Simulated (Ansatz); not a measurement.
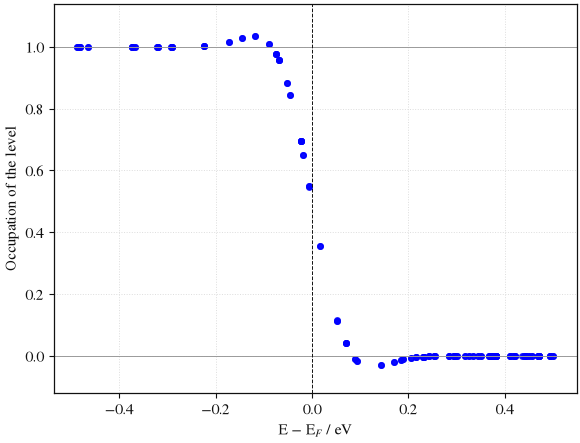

Occupations of the one-electron levels of the k mesh against their energy, from a run on Ti, space group P6_3/mmc, 2 atoms in the cell, with Ansatz.

**Name the smearing function and its width.**

Methfessel-Paxton smearing with a width of 0.1 eV. The occupations overshoot on both sides, up to 1.035 below the Fermi level and down to −0.031 above it; for the first-order scheme these extremes (±0.035) lie 1.22 widths, here 0.12 eV, from the Fermi level.
